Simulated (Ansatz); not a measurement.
**CH₃GeNO (SMILES N#[C][GeH2][OH]): density, localisation and related maps**

```xyz
7

N     0.0841   -2.0779    1.9591
C    -0.0705   -1.1870    1.2106
Ge   -0.2871    0.2638   -0.0685
O     1.1094    0.2529   -1.1880
H    -1.6354    0.0205   -0.7890
H    -0.1849    1.6006    0.6838
H     1.1991   -0.6032   -1.6472
```

All numbers below come from RKS PBE-D4/def2-SVP (Ansatz 0.2.0).

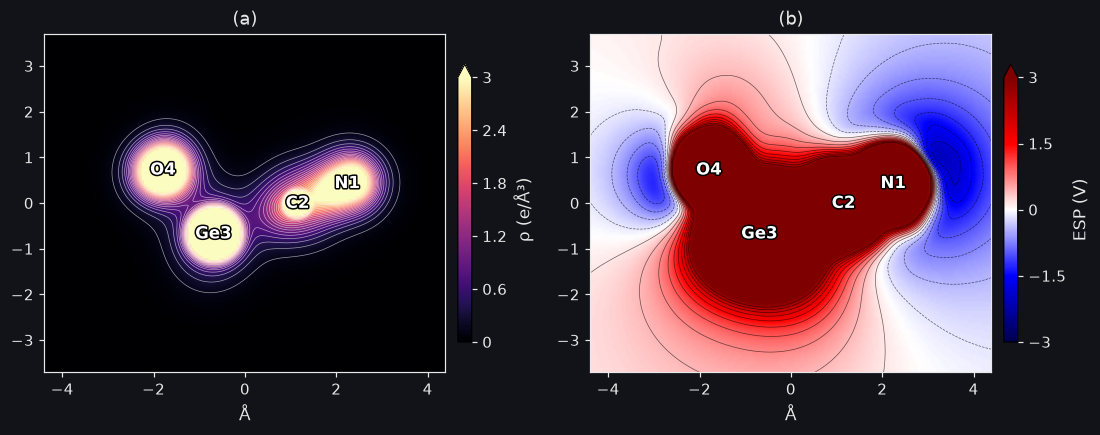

Figure 1. (a) electron density; (b) electrostatic potential on the plane of atoms C2, Ge3 and O4.

Q: What does the map show?

A: Atoms in the plane: N, C, Ge and O.
C–N (1.17 Å): ρ at the midpoint is about 3.4 e/Å³.
Ge–O (1.79 Å): ρ at the midpoint is about 0.93 e/Å³.
C–Ge (1.95 Å): ρ is about 0.83 e/Å³ halfway.
Outside the dense part of the molecule the potential is most negative (−2.1 V) near N1.

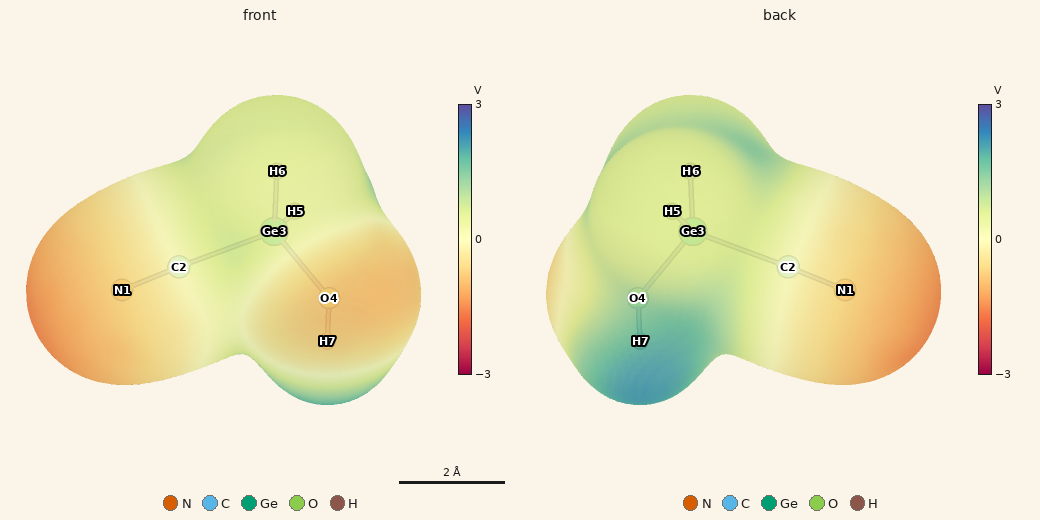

Figure 2. The molecular electrostatic potential painted on the density surface at 0.001 e/bohr³, seen from the front and from behind; the colour scale runs from red (negative) to blue (positive).

Q: Where is the surface potential most negative and most positive?

A: The most negative region (about −1.5 V, or −35 kcal/mol for a unit charge) lies over N1, the most positive (about +2.2 V, or +51 kcal/mol for a unit charge) over H7. N1 is the likeliest acceptor of a hydrogen bond.

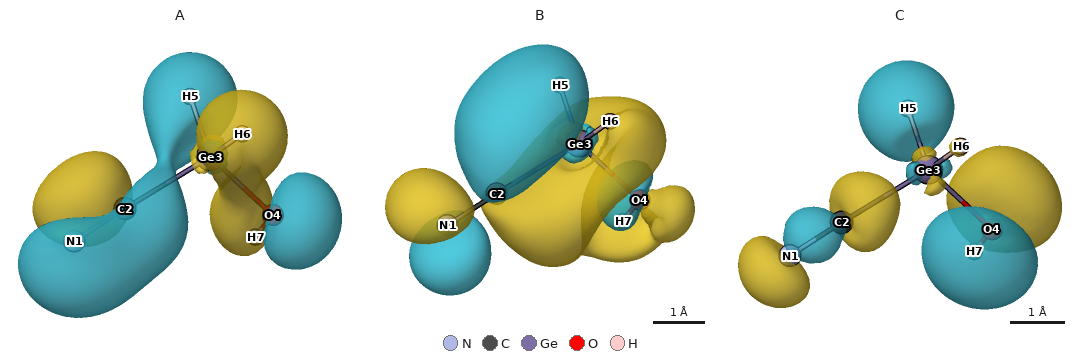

Figure 3. Three frontier orbitals at ±0.08 Å⁻³ᐟ² (yellow and cyan are the two phases), in no order.

Q: Order the three orbitals by energy and name them.

A: A is the HOMO−1 (−8.16 eV). Its weight (Hirshfeld) is mainly on N1 (about 35 %), C2 (about 20 %), O4 (about 20 %), Ge3 (about 10 %) and H5 (about 5 %). C is the HOMO (−7.41 eV). Its weight (Hirshfeld) is mainly on O4 (about 70 %), Ge3 (about 10 %) and H5 (about 5 %); largely a lone pair of O4. B is the LUMO (−1.88 eV). It lies mainly on Ge3 (about 35 %), N1 (about 25 %), C2 (about 20 %) and O4 (about 10 %).

Q: What is the HOMO–LUMO gap?

A: 5.53 eV between the orbital energies.

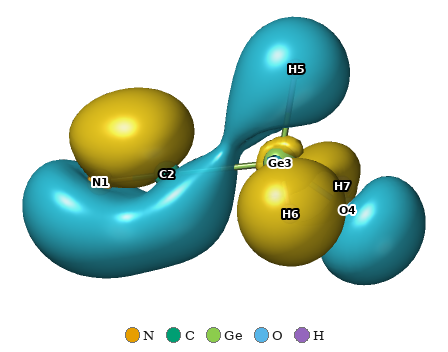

Figure 4. The HOMO−1 at ±0.08 Å⁻³ᐟ² (yellow and cyan are the two phases), seen from one side.

Q: Where does this orbital lie, and at what energy?

A: It lies mainly on N1 (about 35 %), C2 (about 20 %), O4 (about 20 %), Ge3 (about 10 %) and H5 (about 5 %). Its energy is −8.16 eV.
